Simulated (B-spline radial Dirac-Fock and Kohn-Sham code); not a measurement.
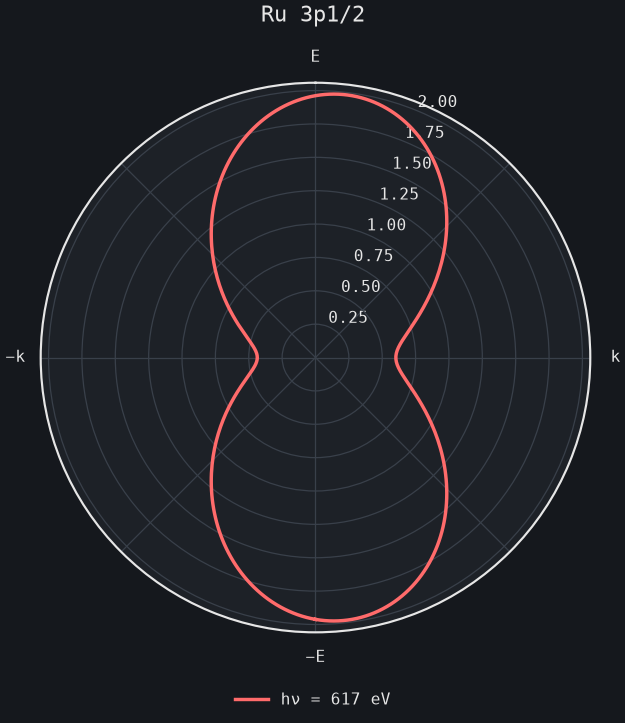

Angular distribution of photoelectrons from M2 (3p1/2) in the plane of the polarisation E (up) and the photon direction k (right), relative to an isotropic one. Species: the ruthenium atom. Computed with a radial B-spline solver: a Dirac–Hartree–Slater potential; 1 + βP₂(cos θ) + (δ + γ cos²θ) sin θ cos φ with E1 and E1–E2 terms. Open shells are averaged over j.

> What are β, γ and δ at 617 eV?

β = 0.962, γ = 0.258, δ = 0.083.

> Is the pattern at 617 eV symmetric between forward and backward?

No: 45° forward of E it is 1.3 times the value 45° backward, from the non-dipole terms.
